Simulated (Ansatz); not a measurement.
The parent structure is SiO$_{2}$ (space group P3_121, No. 152; a = 4.9494 Å, c = 5.4419 Å).

Now apply this change: a negative pressure, −2 GPa.

Computed with plane-wave PAW DFT at the PBEsol level (Ansatz, a quantum-chemistry and plane-wave program, 420 eV), no spin-orbit coupling.

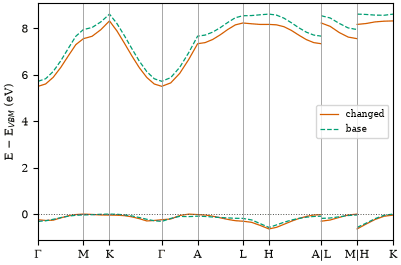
*Highest valence and lowest conduction band along the path, each from its own valence-band maximum*

Question: From the figure, how large is the changed gap, and is it direct?

Answer: About 5.5 eV, indirect, M → Γ.

Load acts through the strain it causes; cell and atoms are relaxed under it. No phonon test of stability was made.
